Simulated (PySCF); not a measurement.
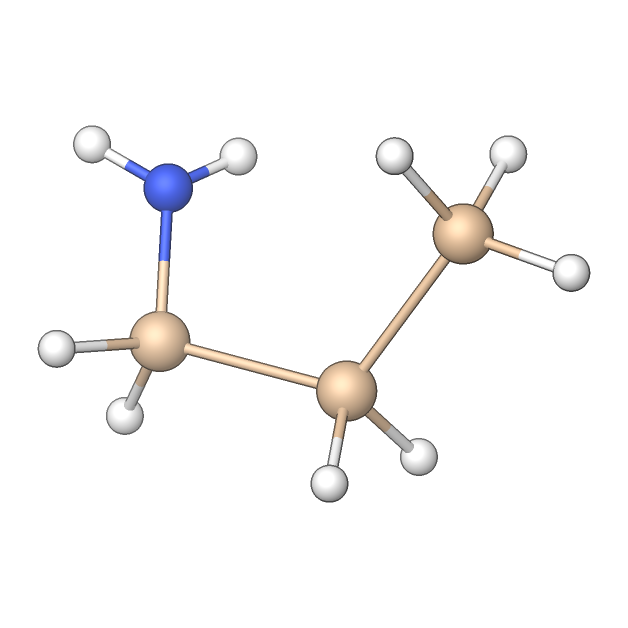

Ball-and-stick drawing of a structure. Colours: nitrogen blue, silicon light orange, hydrogen white.

Computed geometry: GFN2-xTB optimisation. No frequency run is at hand to confirm it as a minimum.

**Which formula does it have?**

H₉NSi₃, 13 atoms: 9 hydrogen, 1 nitrogen and 3 silicon.

**Name some functional groups or characteristic bonds that it holds.**

Among them: Si–H bond, Si–N bond.

**Count the bonded pairs by element.**

7 Si–H, 2 Si–Si, 2 N–H, 1 N–Si.

More results for the same structure follow; atom numbers are the same in all pictures, views and colours differ.

**Shape**

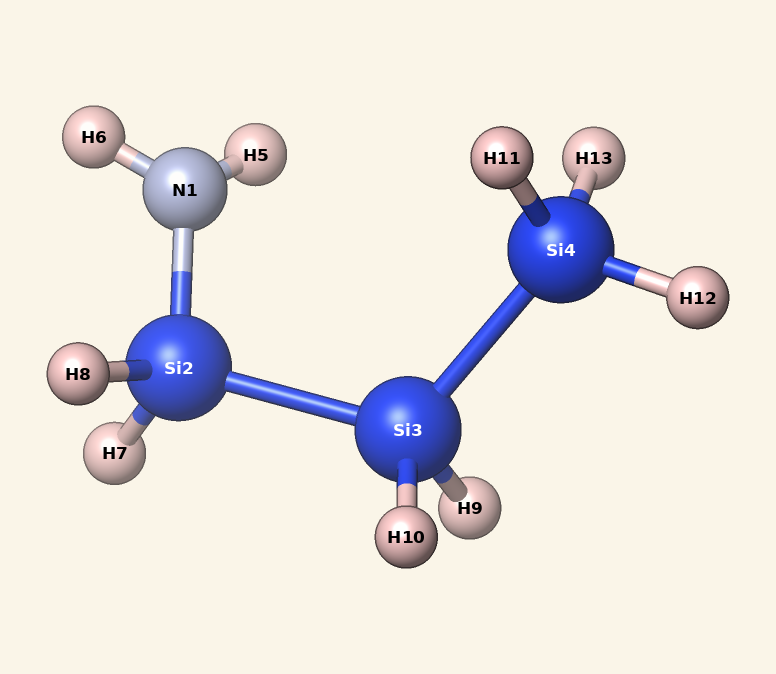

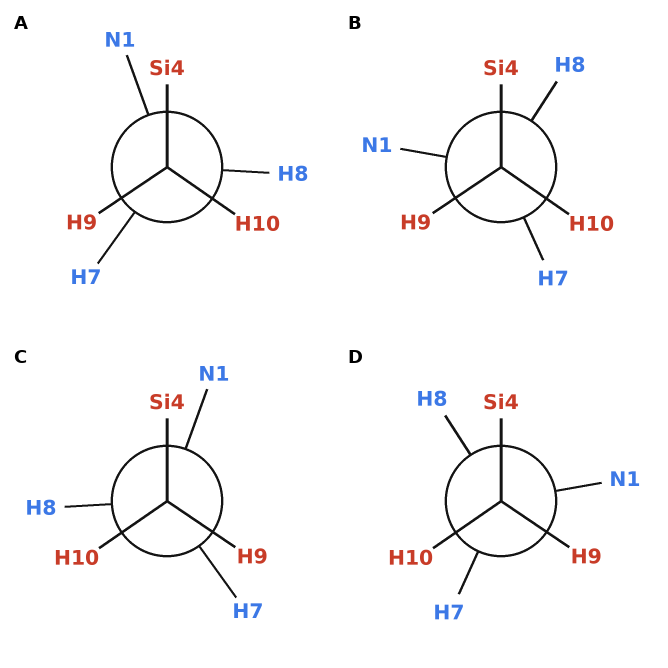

Distant atoms are faded towards the background colour. Bonds that would overlap in a projection are set slightly apart. No frequency run is at hand to confirm it as a minimum.

**Which Newman projection shows the view along Si3–Si2, with Si3 in front?**

C. The torsion angle Si4–Si3–Si2–N1 is 20°, synperiplanar.

**NMR shielding**

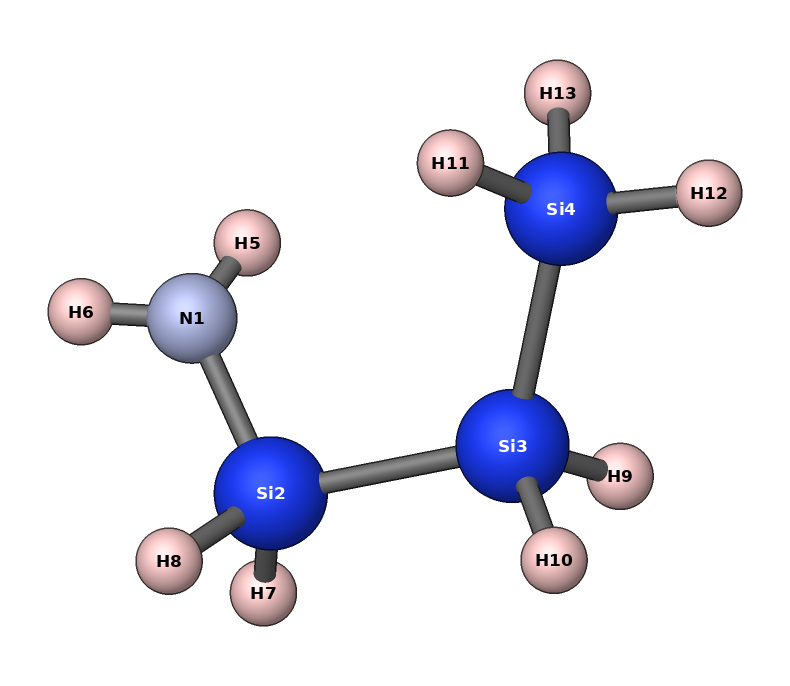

No frequency run is at hand to confirm it as a minimum. Properties computed with GIAO PBE0/pcSseg-1 NMR shielding, non-relativistic, gas phase (PySCF 2.14.0). Principal shieldings σ11 ≤ σ22 ≤ σ33, span Ω = σ33 − σ11, skew κ = 3(σiso − σ22)/Ω.

Give the shielding tensors of the N atoms.

```csv
atom,σ11,σ22,σ33,σiso,Ω,κ
N1,227.5,259.9,310.6,266.0,83.1,0.22
```

Shieldings and span in ppm.

**Dipole moment**

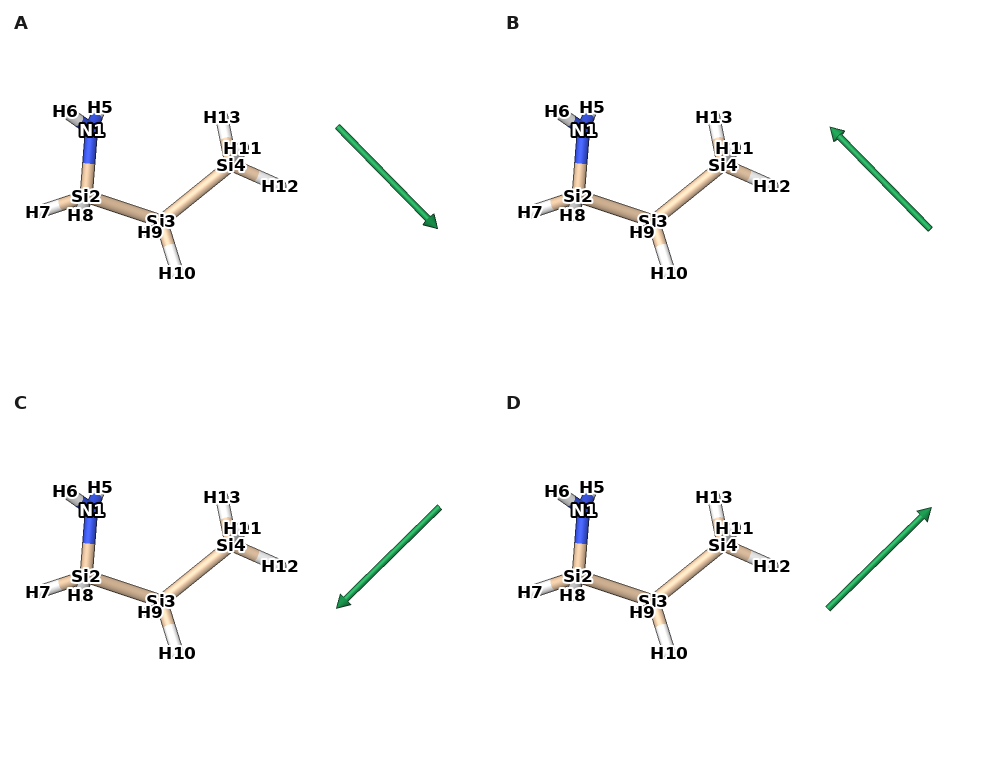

The same molecule four times, each with an arrow. No frequency run is at hand to confirm it as a minimum. Level of theory: PBE0/def2-SVPD, gas phase (PySCF 2.14.0).

**Which arrow points along the dipole moment, from the negative to the positive end?**

B. The dipole moment is 1.19 D; it points from the side of H10, H12 to the side of H6 (the outermost atoms at the two ends).

**Electronic properties**

No frequency run is at hand to confirm it as a minimum. Level of theory: PBE0/def2-SVPD, gas phase (PySCF 2.14.0). Excitations: vertical, linear response.

**Give the mean static polarisability at this level.**

97.2 bohr³.

**Give the lowest vertical singlet excitation at this level.**

5.43 eV.

**What is the HOMO–LUMO gap?**

6.73 eV.

**What is the brightest of the 6 lowest singlets?**

6.59 eV.

**Charges**

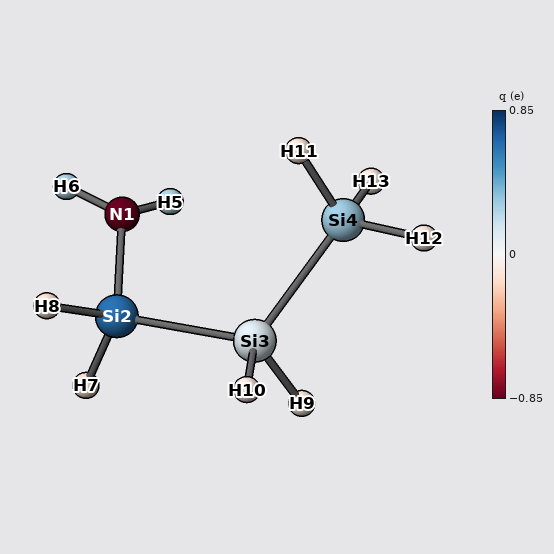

Atoms are coloured by their IAO charges. No frequency run is at hand to confirm it as a minimum. Properties computed with PBE0/pcSseg-1, gas phase (PySCF 2.14.0).

**Which atom carries the highest charge (most positive or least negative)?**

Si2 (0.64 e).

**And the lowest?**

N1 (−0.84 e).

Give the IAO charges atom by atom.

```
atom  value (e)
  N1      −0.84
 Si2       0.64
 Si3       0.11
 Si4       0.30
  H5       0.26
  H6       0.26
  H7      −0.15
  H8      −0.12
  H9      −0.08
 H10      −0.08
 H11      −0.10
 H12      −0.09
 H13      −0.10
```

The geometry is semi-empirical. Around Si such bond lengths and angles can be off by a tenth of an ångström or more and by several degrees, and values that hang on the shape move with them.
